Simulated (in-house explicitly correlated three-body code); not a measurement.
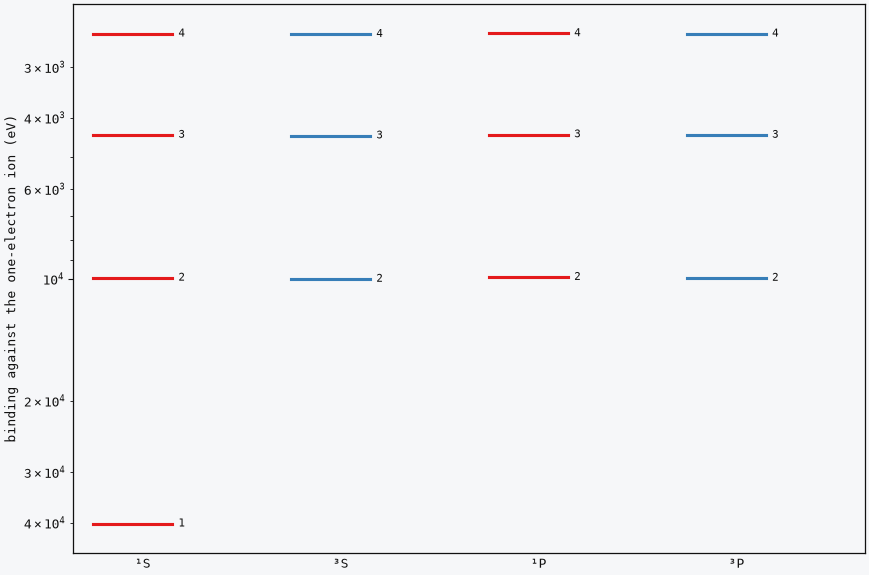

Two electrons around a point charge Z = 55 (Cs⁵³⁺). Computed variationally in 260 exponentially correlated functions with an in-house code, non-relativistic, converged to about 10⁻⁸ of the energy. The plot shows the bound S and P states that converged, by term and principal number n, on a logarithmic scale of binding.

Question: How do singlets and triplets lie?

Answer: The ground state is bound by 40.23 keV. The n = 2 states drawn run, from the deepest, 2 ³S (10.01 keV), 2 ³P (9953 eV), 2 ¹S (9945 eV), 2 ¹P (9905 eV). Exchange puts 2 ³S below 2 ¹S by 63.9 eV and 2 ³P below 2 ¹P by 48.8 eV. Quantum defects n − (Z − 1)/√(2 E(binding)): 2 ³S 0.009, 2 ³P 0.004, 2 ¹S 0.003, 2 ¹P −0.001.
